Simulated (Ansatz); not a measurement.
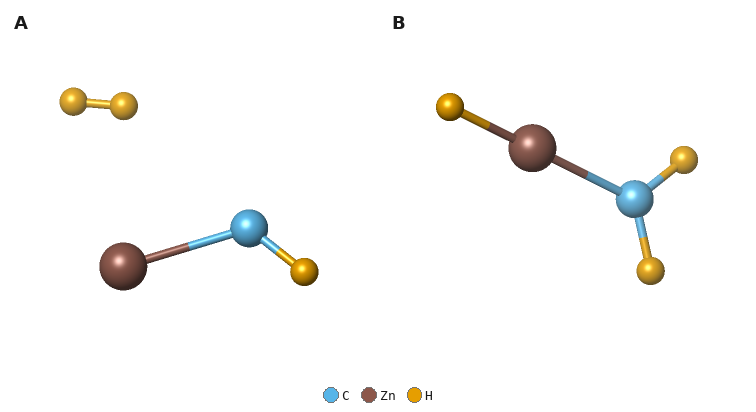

2 stationary structures of one formula. State: neutral, doublet. Geometries: PBE0-D4/def2-TZVP. Electronic energies: UHF-CCSD(T) (frozen core) with 3s3p of Cu, Zn/def2-TZVPP (Ansatz 0.2.0), without zero-point energy. No frequency run is at hand to confirm each as a minimum.

### Which is lowest in energy, and by how much?

B is lowest (C2v); A lies 317.3 kJ/mol above it (Cs).

The determinant isn't a pure spin state (⟨S²⟩ up to 1.66).
